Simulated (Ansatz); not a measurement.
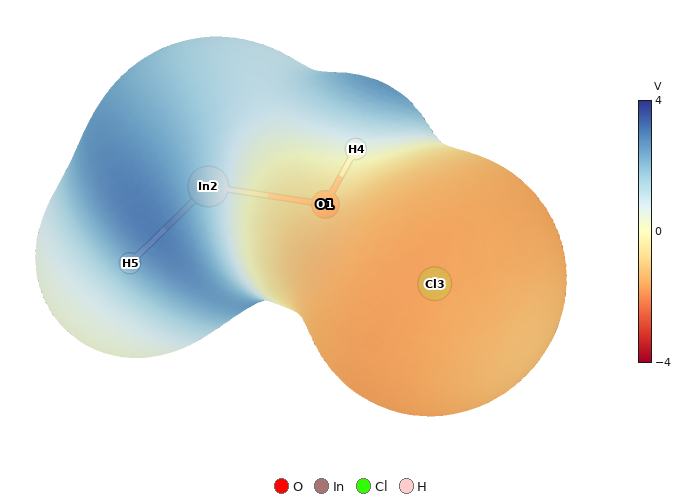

The picture shows: ClH2InO. The electrostatic potential painted on the density surface at 0.002 e/bohr³, seen at a tilt; red is negative and blue positive.

Geometry: PBE0-D4/def2-TZVP; core potentials replace the inner electrons of In; at this geometry the atoms fall into two loosely joined parts.

The calculation used RKS PBE0-D4/def2-TZVPP in Ansatz.

```xyz
5

O    -1.2266    0.1986   -0.6818
In    0.5614    0.4490    0.2302
Cl   -2.9287    0.7794   -1.9652
H    -1.6609   -0.6454   -0.5057
H     1.7131    1.7682    0.2306
```

Which sites attract a positive test charge, and which a negative one?

A positive charge is drawn to the negative regions and a negative charge to the positive ones. The most negative region (about −1.7 V) lies over Cl3, the most positive (about +3.2 V) over In2.
